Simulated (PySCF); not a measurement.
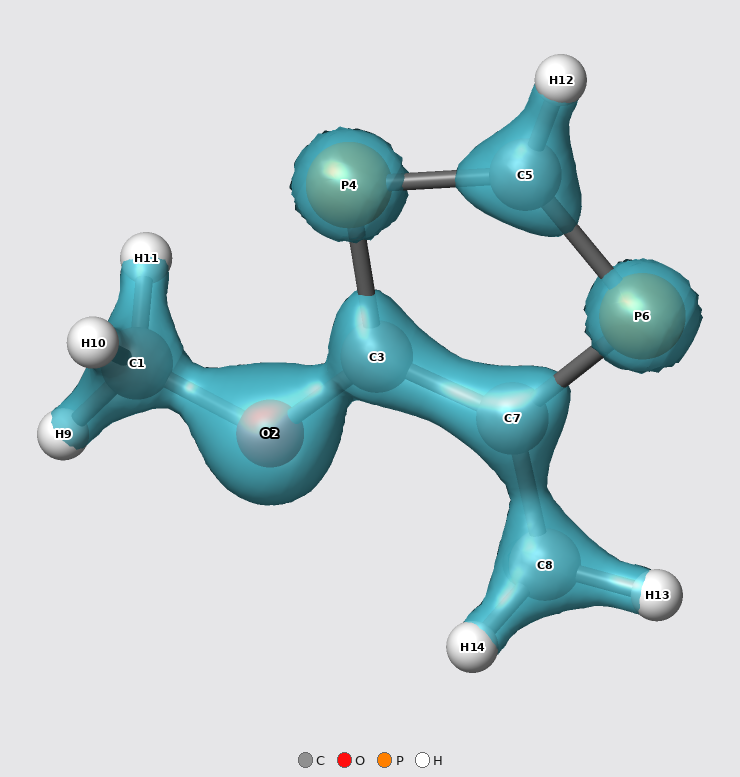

*C5H7OP2 (SMILES COc1pc[p-]c1C) (charge −1). Isosurface of the total electron density at 1.5 e/Å³ (cyan), seen at a tilt.*

Geometry: GFN2-xTB.

Theory: PBE0/def2-SVPD, SCF density, gas phase (PySCF).

```xyz
15

C    -2.1547   -1.1623    0.1305
O    -0.7654   -1.1109    0.1696
C    -0.2339    0.1583   -0.0371
P    -1.2060    1.5953   -0.3274
C     0.1813    2.6148   -0.4611
P     1.7477    1.9214   -0.2818
C     1.1366    0.2976   -0.0140
C     2.0358   -0.8820    0.2263
H    -2.4439   -2.2016    0.3066
H    -2.5990   -0.5158    0.9002
H    -2.5379   -0.8270   -0.8435
H     0.0575    3.6728   -0.6526
H     3.0783   -0.5658    0.2235
H     1.8070   -1.3483    1.1875
H     1.8922   -1.6384   -0.5487
```

**What does this surface tell about the bonding?**

At this value the surface falls into four separate pieces. It bridges the sampled C–C (1.38 Å), C–O (1.39 Å) and C–H (1.08 Å) contacts, where the density stays above the isovalue. It is pinched off along the sampled C–P (1.72 Å) contacts. On the grid the lowest density along these lines, outside the cores, is 2.1 e/Å³ (C–C, 1.38 Å), 1.8 e/Å³ (C–O, 1.39 Å), 1.1 e/Å³ (C–P, 1.72 Å) and 1.8 e/Å³ (C–H, 1.08 Å).
